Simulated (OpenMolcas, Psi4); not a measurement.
Predicting a hybrid from its neighbours: C3H3 (cyclopropenyl radical)

C3H3: 6 atoms, total charge 0, spin state doublet. SMILES: `[CH]1C=C1`. Geometry: relaxed at PBE0-D4/def2-TZVP.

The dipole moment y, in D, basis def2-SVPD; a is the functional's share of exact exchange. Programs: OpenMolcas 26.06, Psi4 1.11.

```
functional     program     a  y (D)
      UPBE  OpenMolcas     0   1.49
  U-revPBE  OpenMolcas     0   1.48
    UB3LYP        Psi4   0.2      ?
     UPBE0        Psi4  0.25   1.46
    UBHLYP        Psi4   0.5   1.45
```

Q: Fit y = c + s·a to the known rows and predict UB3LYP.

A: 
1. Means of the 4 rows: a = 0.1875, y = 1.470.
2. Σ(Δa)² = 0.17188, Σ(Δa·Δy) = -0.0125, so the slope is -0.0125/0.17188 = -0.072725.
3. Intercept: 1.470 − (-0.072725) × 0.1875 = 1.484. The largest residual of the fit is 0.006.
4. UB3LYP: 1.484 + (-0.072725) × 0.2 = 1.47 D.

The run gave 1.48 D, so the prediction is off by -0.01 D, at the rounding of the table.

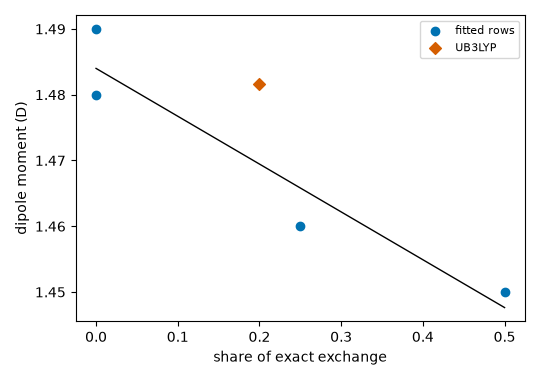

The fitted line, with the withheld row.
